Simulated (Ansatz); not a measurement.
Profile along the Zr–Zr line in Zr (hcp, Mg type)

Zr (hcp, Mg type)

```cif
data_Zr2
_chemical_formula_sum 'Zr2'
_space_group_name_H-M_alt 'P63/mmc'
_space_group_IT_number 194
_space_group_name_Hall '-P 6c 2c'
_cell_length_a 3.18473
_cell_length_b 3.18473
_cell_length_c 5.11724
_cell_angle_alpha 90.000
_cell_angle_beta 90.000
_cell_angle_gamma 120.000
loop_
_atom_site_label
_atom_site_type_symbol
_atom_site_symmetry_multiplicity
_atom_site_Wyckoff_symbol
_atom_site_fract_x
_atom_site_fract_y
_atom_site_fract_z
_atom_site_occupancy
Zr1 Zr 2 d 0.66667 0.33333 0.25000 1
```

Fields along a shortest Zr–Zr line of a (1 -1 0 0) plane (3.18 Å), from Zr to Zr, interpolated on the slice's grid (step about 0.2 Å). These are PBEsol (plane waves to 420 eV, PAW, scalar-relativistic; Ansatz, a first-principles code) values and carry that method's errors. k mesh 17×17×9. These are valence fields of a PAW run, semicore shells included where kept as valence: close to a nucleus they are smooth pseudo fields. The PAW data are Ansatz's earlier set. Zr is run without spin polarisation. Zr was relaxed with its symmetry unable to fall.

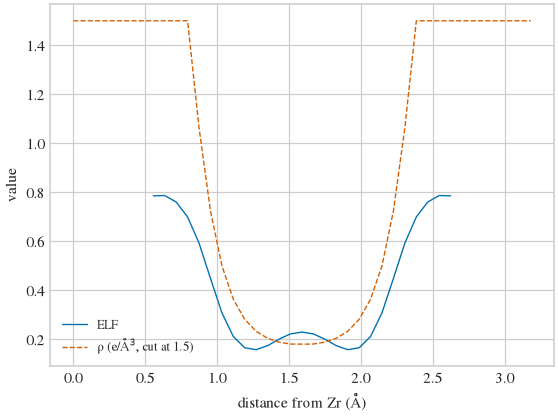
Fig. 1. ELF (away from the nuclei) and valence density from Zr to Zr.

Density on the Zr–Zr line (3.18 Å) at its midpoint: 0.18 e/Å³. ELF at that point: 0.2.
